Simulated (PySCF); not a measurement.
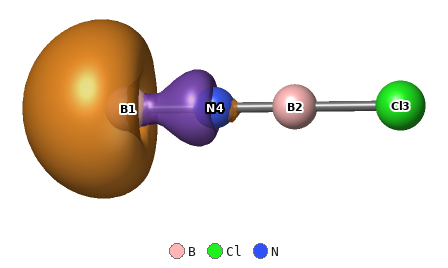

*B2ClN. The HOMO at ±0.15 Å⁻³ᐟ² (orange and purple are the two phases), seen from one side.*

Geometry: PBE0-D4/def2-SVP.

The calculation used Gaussian-basis quantum chemistry of an isolated molecule with PySCF, energy and nuclear gradient, functional PBE0 (PySCF 2.14.0).

```xyz
4

B     1.0592   -0.6990    2.2003
B    -0.0216    0.1529   -0.0536
Cl   -0.7060    0.6931   -1.4816
N     0.4984   -0.2570    1.0307
```

Where does this orbital lie, and at what energy?

Answer. Its weight (Hirshfeld) is mainly on B1 (about 90 %) and N4 (about 10 %); it is of σ type. Its energy is −6.25 eV.
